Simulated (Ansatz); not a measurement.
**Alloy of Ga2O3 and Al2O3 (6 of 48 Ga sites exchanged), 120 atoms**

Aim: relax the alloy cell and compare the gap by PBEsol and r²SCAN.

Program: Ansatz 0.2.0, PAW, plane waves. These are calculated values, not measurements.

## 1. Starting point

120 atoms (42 Ga, 6 Al, 72 O); a = 12.222 Å, b = 9.096 Å, c = 11.579 Å, α = 90.00°, β = 103.76°, γ = 90.00°. All atoms were shaken off their sites by about 0.02 Å along each axis.

Steps to follow: (2) PBEsol cell relaxation at the single k point (¼, ¼, ¼), on 1 × NVIDIA H100 80GB HBM3 with 4 threads of AMD EPYC 7R13; (3) r²SCAN single point at the single k point (¼, ¼, ¼), on 1 × NVIDIA H100 80GB HBM3 with 4 threads of AMD EPYC 7R13.

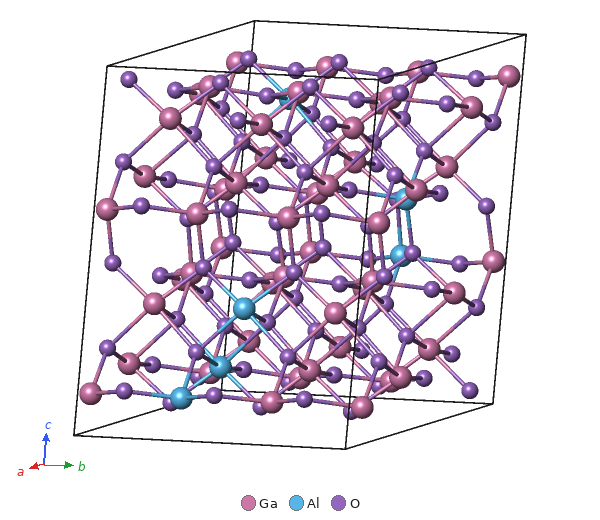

Start, viewed slightly off an axis; gallium pink, aluminium blue, oxygen purple. Atoms on faces are repeated.

## 2. Relaxing cell and atoms with PBEsol

in.yaml

```yaml
crystal:
  lattice:
    - [12.221680, 0.000000, -0.002817]
    - [0.000000, 9.095652, 0.000000]
    - [-2.751713, 0.000000, 11.247136]
  atoms:
    - { symbol: Ga, position: [0.409555, 0.168965, 0.103820] }
    - { symbol: Ga, position: [0.408868, 0.163600, 0.600172] }
    - { symbol: Ga, position: [0.410188, 0.501045, 0.102314] }
    - { symbol: Ga, position: [0.409083, 0.502620, 0.601927] }
    - { symbol: Ga, position: [0.408183, 0.834409, 0.105402] }
    - { symbol: Ga, position: [0.157581, 0.168084, 0.157809] }
    - { symbol: Ga, position: [0.160176, 0.171196, 0.654670] }
    - { symbol: Ga, position: [0.154460, 0.502388, 0.154084] }
    - { symbol: Ga, position: [0.160072, 0.498824, 0.655532] }
    - { symbol: Ga, position: [0.156748, 0.830985, 0.160552] }
    - { symbol: Ga, position: [0.159395, 0.837030, 0.654645] }
    - { symbol: Ga, position: [0.088944, 0.002277, 0.396429] }
    - { symbol: Ga, position: [0.093213, 0.999787, 0.898014] }
    - { symbol: Ga, position: [0.089978, 0.330490, 0.397205] }
    - { symbol: Ga, position: [0.091627, 0.330281, 0.897047] }
    - { symbol: Ga, position: [0.090217, 0.665218, 0.896990] }
    - { symbol: Ga, position: [0.908670, 0.000032, 0.101958] }
    - { symbol: Ga, position: [0.907072, 0.999198, 0.600576] }
    - { symbol: Ga, position: [0.909808, 0.332077, 0.601251] }
    - { symbol: Ga, position: [0.911050, 0.668646, 0.103994] }
    - { symbol: Ga, position: [0.906923, 0.666030, 0.602818] }
    - { symbol: Ga, position: [0.659694, 0.999834, 0.152736] }
    - { symbol: Ga, position: [0.659414, 0.995688, 0.659460] }
    - { symbol: Ga, position: [0.656626, 0.331889, 0.653279] }
    - { symbol: Ga, position: [0.658392, 0.664203, 0.158557] }
    - { symbol: Ga, position: [0.656863, 0.668566, 0.658661] }
    - { symbol: Ga, position: [0.339206, 0.000299, 0.341647] }
    - { symbol: Ga, position: [0.341414, 0.004046, 0.844305] }
    - { symbol: Ga, position: [0.341365, 0.331615, 0.344314] }
    - { symbol: Ga, position: [0.338445, 0.667254, 0.341909] }
    - { symbol: Ga, position: [0.338935, 0.667816, 0.842903] }
    - { symbol: Ga, position: [0.592561, 0.164520, 0.395492] }
    - { symbol: Ga, position: [0.590335, 0.168684, 0.900468] }
    - { symbol: Ga, position: [0.589855, 0.504182, 0.398745] }
    - { symbol: Ga, position: [0.590392, 0.495735, 0.897129] }
    - { symbol: Ga, position: [0.591255, 0.831542, 0.398007] }
    - { symbol: Ga, position: [0.587421, 0.834269, 0.893983] }
    - { symbol: Ga, position: [0.841376, 0.168044, 0.343518] }
    - { symbol: Ga, position: [0.843647, 0.166978, 0.845067] }
    - { symbol: Ga, position: [0.840993, 0.502012, 0.840642] }
    - { symbol: Ga, position: [0.839485, 0.834172, 0.342150] }
    - { symbol: Ga, position: [0.841346, 0.838350, 0.843787] }
    - { symbol: Al, position: [0.408485, 0.829428, 0.598046] }
    - { symbol: Al, position: [0.093185, 0.664712, 0.399847] }
    - { symbol: Al, position: [0.910092, 0.334513, 0.102504] }
    - { symbol: Al, position: [0.657071, 0.335127, 0.155601] }
    - { symbol: Al, position: [0.341304, 0.335351, 0.843225] }
    - { symbol: Al, position: [0.841624, 0.499757, 0.342436] }
    - { symbol: O, position: [0.337959, 0.171087, 0.446977] }
    - { symbol: O, position: [0.335477, 0.167411, 0.943598] }
    - { symbol: O, position: [0.331436, 0.500326, 0.444549] }
    - { symbol: O, position: [0.334637, 0.500014, 0.946469] }
    - { symbol: O, position: [0.334846, 0.832205, 0.442502] }
    - { symbol: O, position: [0.337029, 0.831392, 0.944748] }
    - { symbol: O, position: [0.329038, 0.165907, 0.220416] }
    - { symbol: O, position: [0.322912, 0.162907, 0.718160] }
    - { symbol: O, position: [0.329037, 0.500017, 0.219624] }
    - { symbol: O, position: [0.326343, 0.494265, 0.714998] }
    - { symbol: O, position: [0.325761, 0.832818, 0.217159] }
    - { symbol: O, position: [0.323845, 0.835389, 0.718487] }
    - { symbol: O, position: [0.005528, 0.166620, 0.373217] }
    - { symbol: O, position: [0.005049, 0.170598, 0.872211] }
    - { symbol: O, position: [0.004705, 0.497065, 0.373582] }
    - { symbol: O, position: [0.999938, 0.498644, 0.870606] }
    - { symbol: O, position: [0.004391, 0.835005, 0.373408] }
    - { symbol: O, position: [0.001850, 0.832932, 0.874352] }
    - { symbol: O, position: [0.166803, 0.998960, 0.056400] }
    - { symbol: O, position: [0.163882, 0.997683, 0.555031] }
    - { symbol: O, position: [0.166071, 0.332653, 0.054411] }
    - { symbol: O, position: [0.166017, 0.332868, 0.556775] }
    - { symbol: O, position: [0.167659, 0.665719, 0.056554] }
    - { symbol: O, position: [0.167546, 0.670909, 0.559562] }
    - { symbol: O, position: [0.836488, 0.999876, 0.447011] }
    - { symbol: O, position: [0.834173, 0.997149, 0.943390] }
    - { symbol: O, position: [0.835780, 0.333357, 0.446419] }
    - { symbol: O, position: [0.832385, 0.333755, 0.946204] }
    - { symbol: O, position: [0.836684, 0.668436, 0.445746] }
    - { symbol: O, position: [0.834192, 0.665639, 0.947799] }
    - { symbol: O, position: [0.176245, 0.001219, 0.282390] }
    - { symbol: O, position: [0.174842, 0.998966, 0.783042] }
    - { symbol: O, position: [0.173138, 0.330238, 0.282500] }
    - { symbol: O, position: [0.173503, 0.331667, 0.781039] }
    - { symbol: O, position: [0.172134, 0.663676, 0.278591] }
    - { symbol: O, position: [0.174536, 0.666587, 0.779382] }
    - { symbol: O, position: [0.826204, 0.003194, 0.215457] }
    - { symbol: O, position: [0.826504, 0.000558, 0.719467] }
    - { symbol: O, position: [0.831571, 0.333280, 0.217438] }
    - { symbol: O, position: [0.826279, 0.333183, 0.718815] }
    - { symbol: O, position: [0.827280, 0.669030, 0.215900] }
    - { symbol: O, position: [0.826026, 0.668869, 0.716079] }
    - { symbol: O, position: [0.495229, 0.999649, 0.129891] }
    - { symbol: O, position: [0.496766, 0.997517, 0.630765] }
    - { symbol: O, position: [0.495281, 0.335190, 0.129171] }
    - { symbol: O, position: [0.493928, 0.335382, 0.628456] }
    - { symbol: O, position: [0.496910, 0.669554, 0.126938] }
    - { symbol: O, position: [0.494218, 0.662137, 0.626825] }
    - { symbol: O, position: [0.504292, 0.003804, 0.372140] }
    - { symbol: O, position: [0.505064, 0.998660, 0.873834] }
    - { symbol: O, position: [0.502473, 0.331958, 0.371778] }
    - { symbol: O, position: [0.502335, 0.334958, 0.870445] }
    - { symbol: O, position: [0.503573, 0.664139, 0.374048] }
    - { symbol: O, position: [0.503370, 0.665553, 0.872562] }
    - { symbol: O, position: [0.665380, 0.169318, 0.054033] }
    - { symbol: O, position: [0.665485, 0.170462, 0.552415] }
    - { symbol: O, position: [0.665568, 0.500858, 0.055166] }
    - { symbol: O, position: [0.666147, 0.499250, 0.554828] }
    - { symbol: O, position: [0.666900, 0.834206, 0.055441] }
    - { symbol: O, position: [0.666747, 0.836744, 0.557159] }
    - { symbol: O, position: [0.672566, 0.166964, 0.280482] }
    - { symbol: O, position: [0.674451, 0.167691, 0.781148] }
    - { symbol: O, position: [0.673502, 0.500926, 0.284315] }
    - { symbol: O, position: [0.671091, 0.498219, 0.782491] }
    - { symbol: O, position: [0.672190, 0.834055, 0.281096] }
    - { symbol: O, position: [0.676091, 0.831196, 0.782672] }
    - { symbol: O, position: [0.994591, 0.167405, 0.126050] }
    - { symbol: O, position: [0.996655, 0.170174, 0.627461] }
    - { symbol: O, position: [0.997899, 0.500384, 0.126484] }
    - { symbol: O, position: [0.000043, 0.495349, 0.630625] }
    - { symbol: O, position: [0.997248, 0.831652, 0.128551] }
    - { symbol: O, position: [0.996509, 0.834079, 0.631495] }
  symmetry: { detect: false }
kpoints:
  mp_grid: { grid: [1, 1, 1], shift: [0.25, 0.25, 0.25] }
hamiltonian:
  xc: pbesol
scf:
  occupations: { method: fermi_dirac, width: 0.01 }
relax:
  f_tol: 0.03
  max_steps: 80
  escape_saddle: false
  adjacent_minimum: "off"
  cell: { fix: [alpha, beta, gamma] }
output:
  forces: true
  eigenvalues: true
  populations: true
```

Command:

```bash
> ansatz run in.yaml --threads 4 --pin off --max-ram 61750MiB --runs-dir r --events-out ev --progress --plain --backend cuda --devices 0, --max-vram 37GiB
```

What it wrote:

```text
Pseudopotentials: kind: paw
Functional definition: PBEsol
  exchange = pbesol_x
  correlation = pbesol_c
Crystal: 120 atoms, lattice volume = 1250.208 Å³
Basis set: ecut = 420 eV, 24481 PW (Γ), exchange–correlation on 180×128×160 points (8 copies of the dense FFT grid, shifted against one another)
Bands: 618, of which v1, the nominal top of the filled ones, is band 498 counted from 1 (497 counted from 0)
Symmetry: 1 space group operations
k-points: 1
Non-local potential: Ga, projectors of the file, l = 0: 2, l = 1: 2, l = 2: 3, l = 3: 1
Non-local potential: Al, projectors of the file, l = 0: 2, l = 1: 2, l = 2: 1
Non-local potential: O, projectors of the file, l = 0: 2, l = 1: 2, l = 2: 1
PAW form: soft (Blöchl's): semilocal exchange-correlation on the pseudo side does not see the compensation charge
PAW frozen core: Ga, regenerated for the run's functional, and the local potential with it (the file was generated under x = pbe(κ = 0.804, μ = 0.2195149727645171), c = pbe(β = 0.06672455060314922))
PAW frozen core: Al, regenerated for the run's functional, and the local potential with it (the file was generated under x = pbe(κ = 0.804, μ = 0.2195149727645171), c = pbe(β = 0.06672455060314922))
PAW frozen core: O, regenerated for the run's functional, and the local potential with it (the file was generated under x = pbe(κ = 0.804, μ = 0.2195149727645171), c = pbe(β = 0.06672455060314922))
PAW one-centre angular grid: Ga, 590 points (default); XC on 64 Gauss nodes
PAW one-centre angular grid: Al, 110 points (default); XC on 64 Gauss nodes
PAW one-centre angular grid: O, 110 points (default); XC on 64 Gauss nodes
Initial density: superposition of atomic densities (neutral atoms: chi_scale 0, normalization atom), corrected by the library's trained network
Initial wavefunctions: pseudopotential atomic-orbital guess
Functional: x = pbesol(κ = 0.804, μ = 0.12345679012345678), c = pbesol(β = 0.046)
SCF iter   1: F=—  HF=-200804.797992 eV  |F-HF|=—  |Δ(HF+E_count)|=         —  Δρ=1.61e-2  dr2=2.53e0  ethr=1.77e-3  ⟨swp⟩=6.0  Hψ=2342  notcnv=0  defer=8
preconditioner: auto → Resta (q_TF=auto, 2.627 Å⁻¹)  ε∞=4.6  [insulator: Δε(μ)=3.219 eV  Ē_g=17.502 eV  σ=0.010 eV  W_gap=1.00  n_scr=376 (ndim 8)  ℏωp=33.1 eV  f_vac=0.008  D(μ)=0.00/eV (n_scr^D=0)  ε∞_Penn≈4.6]
SCF iter   2: F=—  HF=-200804.143080 eV  |F-HF|=—  |Δ(HF+E_count)|=   6.55e-1  Δρ=5.31e-3  dr2=3.36e-1  ethr=2.54e-4  ⟨swp⟩=2.0  Hψ=786  notcnv=0  defer=116
[... 5 lines of SCF cycles left out ...]
SCF iter   8: F=—  HF=-200804.067255 eV  |F-HF|=—  |Δ(HF+E_count)|=   1.72e-6  Δρ=5.15e-6  dr2=4.28e-7  ethr=3.10e-10  ⟨swp⟩=2.0  Hψ=984  notcnv=0  defer=116
SCF iter   9: F=-200804.067255 eV  HF=-200804.067255 eV  |F-HF|=2.18e-8  |Δ(HF+E_count)|=   2.75e-8  Δρ=1.64e-6  dr2=4.93e-8  ethr=1.00e-11  ⟨swp⟩=11.0  Hψ=2903  notcnv=0
SCF 1 converged in 9 iterations: F = -200804.067255 eV  dr2 = 4.93e-8
relax step   1: F+E_penalty+E_count = -200804.06725512 eV  Δ(F+E_penalty+E_count) = +0.000e0 eV  max|allowed force component| = 2.610e0 eV/Å  Δτ_max = 0.0000 Å  P = +0.578 GPa  Ω = 1250.208 Å³  fix = [alpha, beta, gamma]  reactions: alpha -0.149, beta +0.262, gamma -0.136 GPa/rad  (9 SCF iters, dr2 threshold 1.00e-7 eV, accepted)
[... 13 lines left out ...]
relax step   2: F+E_penalty+E_count = -200805.83430407 eV  Δ(F+E_penalty+E_count) = -1.767e0 eV  max|allowed force component| = 1.325e0 eV/Å  Δτ_max = 0.0704 Å  P = -0.062 GPa  Ω = 1251.524 Å³  energy of the carried Pulay correction = -6.716e-3 eV  fix = [alpha, beta, gamma]  reactions: alpha -0.102, beta +0.253, gamma -0.061 GPa/rad  (6 SCF iters, dr2 threshold 1.20e-5 eV, accepted)
[... 4 lines left out ...]
relax step   3: F+E_penalty+E_count = -200806.45291732 eV  Δ(F+E_penalty+E_count) = -6.186e-1 eV  max|allowed force component| = 1.157e0 eV/Å  Δτ_max = 0.1578 Å  P = +0.061 GPa  Ω = 1249.287 Å³  energy of the carried Pulay correction = +4.701e-3 eV  fix = [alpha, beta, gamma]  reactions: alpha +0.054, beta -0.088, gamma +0.113 GPa/rad  (7 SCF iters, dr2 threshold 1.20e-5 eV, accepted)
[... 3 lines left out ...]
relax step   4: F+E_penalty+E_count = -200806.50370976 eV  Δ(F+E_penalty+E_count) = -5.079e-2 eV  max|allowed force component| = 5.853e-1 eV/Å  Δτ_max = 0.1344 Å  P = +0.111 GPa  Ω = 1249.442 Å³  energy of the carried Pulay correction = +3.909e-3 eV  fix = [alpha, beta, gamma]  reactions: alpha +0.047, beta +0.000, gamma +0.047 GPa/rad  (7 SCF iters, dr2 threshold 1.20e-5 eV, accepted)
[... 3 lines left out ...]
relax step   5: F+E_penalty+E_count = -200806.64474613 eV  Δ(F+E_penalty+E_count) = -1.410e-1 eV  max|allowed force component| = 7.285e-2 eV/Å  Δτ_max = 0.0412 Å  P = -0.025 GPa  Ω = 1249.971 Å³  energy of the carried Pulay correction = +1.207e-3 eV  fix = [alpha, beta, gamma]  reactions: alpha +0.031, beta -0.007, gamma +0.050 GPa/rad  (6 SCF iters, dr2 threshold 1.20e-5 eV, accepted)
[... 10 lines left out ...]
relax step   6: F+E_penalty+E_count = -200806.64782588 eV  Δ(F+E_penalty+E_count) = -3.080e-3 eV  max|allowed force component| = 6.304e-3 eV/Å  Δτ_max = 0.0057 Å  P = -0.003 GPa  Ω = 1249.698 Å³  energy of the carried Pulay correction = +2.605e-3 eV  fix = [alpha, beta, gamma]  reactions: alpha +0.032, beta +0.010, gamma +0.045 GPa/rad  (6 SCF iters, dr2 threshold 3.32e-7 eV, accepted)
[... 9 lines left out ...]
relax step   7: F+E_penalty+E_count = -200806.64422895 eV  Δ(F+E_penalty+E_count) = +3.597e-3 eV  max|allowed force component| = 6.336e-3 eV/Å  Δτ_max = 0.0000 Å  P = -0.005 GPa  Ω = 1249.698 Å³  fix = [alpha, beta, gamma]  reactions: alpha +0.032, beta +0.019, gamma +0.041 GPa/rad  stress off target by 2.31e-2 GPa on what of the cell is left free  SCF on the basis re-selected at this cell (its en [...]
SCF converged after 6 iterations
Free energy (F): -200806.644229 eV
Harris-Foulkes:  -200806.644229 eV  (|F-HF|=1.16e-10)
Internal energy: -200806.644229 eV  (E = F + TS)
E sigma→0 (E₀):  -200806.644229 eV
Fermi energy:    9.455428 eV
--- Per-component energies (eV) ---
  E_band       = -1243.539394
  E_kinetic    = 17669.063573
  E_local      = -102835.371943  (includes V_loc(G=0)·N_el)
  E_nonlocal   = 21771.222623
  E_hartree    = 45980.732606
  E_xc         = -8302.176994
  E_vxc        = -9290.035211  (∫ρ·V_xc dr)
  E_paw        = -95970.082354  (= ΣΔE_a)
  E_vpaw       = -20520.055060  (= ΣTr[D̂ρ^β])
  E_aug_tail   = 0.172340  (compensation charges beyond the density's cutoff)
  E_ewald      = -79159.104713
  E_core_change = 38.900632  (= ΣΔE_core)
  E_smearing   = -0.000000  (= −TS)
  E_closure    = 0.000000  (closes the sum)
  Σ components = -200806.644229   (vs F -200806.644229, Δ=0.00e0)
--- Forces (eV/Å), atoms counted from 1 ---
  atom   1  Ga     0.00043319    -0.00112101    -0.00024325
  atom   2  Ga     0.00238553     0.00162597     0.00124233
[... 28 atoms left out ...]
  atom  31  Ga     0.00022732    -0.00249288     0.00480824
[... 9 atoms left out ...]
  atom  41  Ga    -0.00472371     0.00228458    -0.00203696
[... 4 atoms left out ...]
  atom  46  Al    -0.00633652    -0.00043655    -0.00468403
  atom  47  Al     0.00317040    -0.00118797     0.00380422
  atom  48  Al    -0.00426283     0.00189741     0.00199891
[... 9 atoms left out ...]
  atom  58  O     -0.00015633     0.00263242    -0.00412902
[... 6 atoms left out ...]
  atom  65  O      0.00263738     0.00194418     0.00377787
[... 21 atoms left out ...]
  atom  87  O      0.00383752    -0.00316830    -0.00239895
[... 33 atoms left out ...]
  max |Σ_I F_I| component: 2.01e-5 eV/Å
--- Stress (GPa, compression-positive) ---
        0.007684      -0.032958      -0.018505
       -0.032959      -0.023121      -0.030962
       -0.018506      -0.030962       0.000003
  P = ⅓ Tr σ = -0.0051 GPa (-0.051 kbar)
--- Band table (eV) ---
  k-point 0: bands = [... 486 lower levels ..., "7.3662", "7.3712", "7.4765", "7.5767", "7.6046", "7.6161", "7.6356", "7.6649", "7.6674", "7.6859", "7.7548", "7.7818", "11.1284", "11.8787", "12.0922", "12.7087", "12.9318", "13.0836", "13.2093", "13.2881", "13.4322", "13.4805", "13.5247", "13.6223", ... 108 higher levels ...]
--- Relaxed structure (6 steps of the walk, 6 accepted, 1 SCFs on fresh bases) ---
  F+E_penalty+E_count = -200806.64422895 eV   max|allowed force component| = 6.336e-3 eV/Å   (the final SCF, on the basis selected at the relaxed cell)
  cell:  # Å, volume = 1249.6977 Å³
    - [12.221998430117027, -4.406979974994082e-112, -0.002341132949824004]
    - [-3.2767054987928015e-112, 9.094358817677682, 1.3315641827785682e-111]
    - [-2.7513475541503176, 1.7456625174599223e-111, 11.243745546865622]
  atoms:
    - { symbol: Ga, position: [0.4104604248467007, 0.16981421812919564, 0.1019423288100432] }
    - { symbol: Ga, position: [0.40988933152246787, 0.16559766607173598, 0.60348487641563] }
[... 118 atoms left out; the next input holds them all, rounded ...]
--- Löwdin populations: 120 sites ---
  site symbol       q [e]
     0     Ga     11.9834
     1     Ga     11.9796
[... 118 atoms left out ...]
  spilling = 0.003499 (of n_electrons = 996.000000)
```

It took 26 s on 1 × NVIDIA H100 80GB HBM3 with 4 threads of AMD EPYC 7R13, shared host; peak host memory 1.6 GiB.

Step by step (solves on a freshly chosen basis count as rows, and their energies jump a little):

| accepted step | energy change (eV) | largest force component (eV/Å) | SCF cycles | pressure (GPa) |
| --- | --- | --- | --- | --- |
| 1 | 0.000 | 2.610 | 9 | 0.58 |
| 2 | -1.767 | 1.325 | 6 | -0.06 |
| 3 | -2.386 | 1.157 | 7 | 0.06 |
| 4 | -2.436 | 0.585 | 7 | 0.11 |
| 5 | -2.577 | 0.073 | 6 | -0.03 |
| 6 | -2.581 | 0.006 | 6 | 0.00 |
| 7 | -2.577 | 0.006 | 6 | -0.01 |

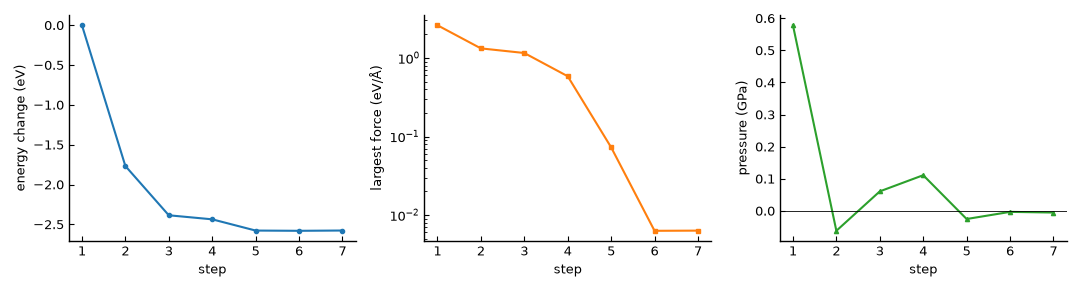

Energy, largest force component and pressure along the relaxation.

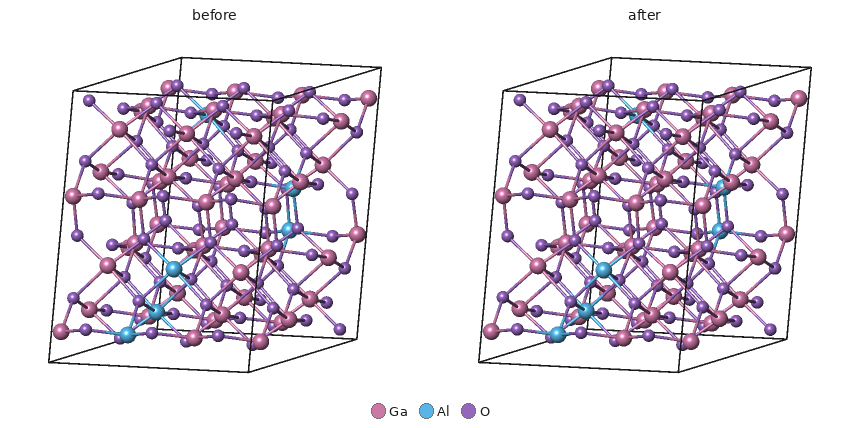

Before and after, at one scale.

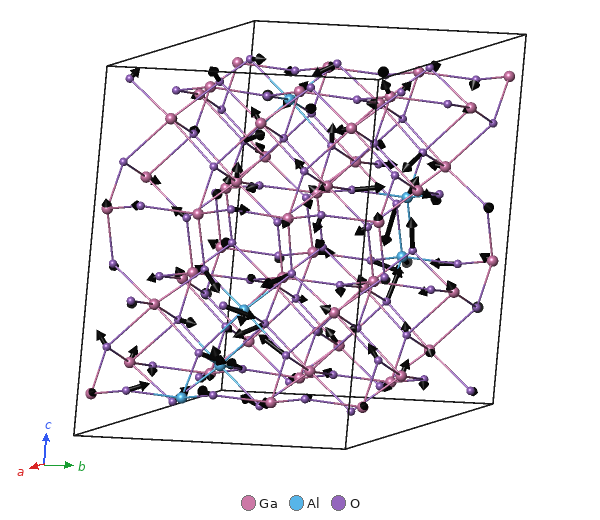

The relaxed cell; black arrows show the larger shifts of the atoms, drawn 12 times longer.

|  | before | after | change |
| --- | --- | --- | --- |
| a (Å) | 12.222 | 12.222 | +0.00 % |
| b (Å) | 9.096 | 9.094 | -0.01 % |
| c (Å) | 11.579 | 11.575 | -0.03 % |
| volume (Å³/atom) | 10.418 | 10.414 | -0.04 % |

Bond lengths by pair after relaxation (within a distance cut, which drops stretched bonds):

| pair | count | mean (Å) | spread (Å) | least | most |
| --- | --- | --- | --- | --- | --- |
| Al–O | 30 | 1.875 | 0.087 | 1.771 | 2.019 |
| Ga–O | 210 | 1.939 | 0.089 | 1.833 | 2.127 |

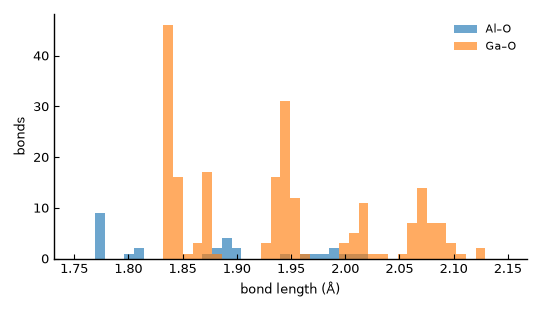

Spread of the bond lengths.

Spacing of the frontier levels at the single k point (¼, ¼, ¼): 3.35 eV (7.782 to 11.128 eV).

(Part 1 of 2 ends here.)
